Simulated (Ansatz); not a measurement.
Input

```
crystal:
  periodic: [false, false, false]
  atoms:
    - { symbol: Ga, position_ang: [0.0, 0.0, 0.0] }
    - { symbol: H, position_ang: [0.0, 0.0, 1.92] }
    - { symbol: Cl, position_ang: [1.9398, 0.0, -1.12] }
    - { symbol: O, position_ang: [-1.5501, 0.0, -0.895] }
    - { symbol: H, position_ang: [-2.0598, -0.8467, -0.6865] }
    - { symbol: Cl, position_ang: [0.5342, -2.3505, 0.8009] }
    - { symbol: H, position_ang: [0.2185, -0.9616, 1.9581] }
basis:
  gaussian: { orbitals: def2-SVPD }
hamiltonian:
  xc: pbe0
relax:
  f_tol: 0.15
  max_steps: 25
  restrain:
    - { distance: [0, 5], at: 2.24, k: 30.0 }
    - { distance: [6, 1], at: 0.66, k: 30.0 }
    - { distance: [0, 1], at: 2.77, k: 30.0 }
    - { distance: [6, 5], at: 2.57, k: 30.0 }
output:
  orbitals: {}
```

Run with:

```sh
ansatz run input.yaml --threads 4 --pin off --max-ram 5120MiB --backend cpu --events-out ev --progress --plain --runs-dir out
```

The fields are those of the run's last geometry, not of the input's.

Not at a stationary point (largest force 1.8 eV/Å).

Method: RKS PBE0/def2-SVPD (Ansatz).

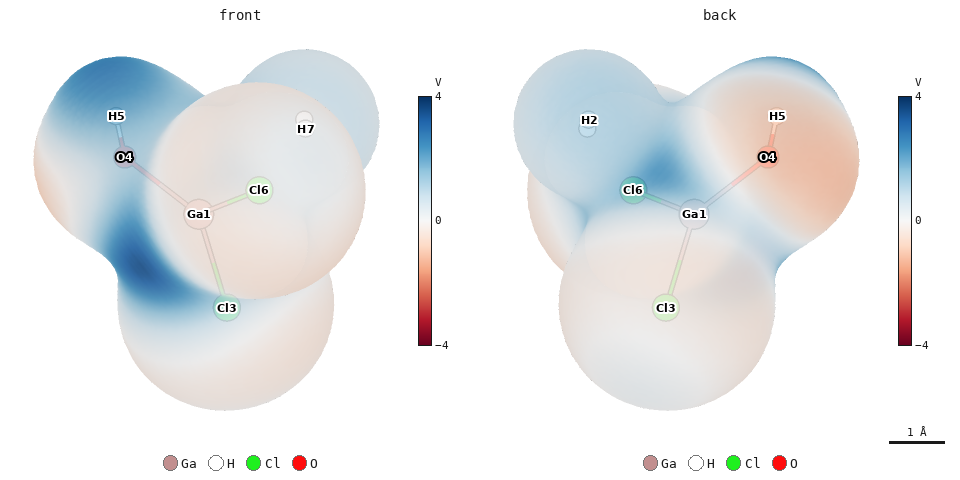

Cl2GaHO···H2. The molecular electrostatic potential painted on the density surface at 0.002 e/bohr³, seen from the front and from behind; the colour scale runs from red (negative) to blue (positive).

**Describe the electrostatic potential map.**

The most negative region (about −1.2 V, or −28 kcal/mol for a unit charge) lies over O4, the most positive (about +3.3 V, or +76 kcal/mol for a unit charge) over Ga1. Cl3 shows a σ-hole: about +0.2 V at the tip opposite its bond, against about −0.2 V on its flanks. O4 is the likeliest acceptor of a hydrogen bond.
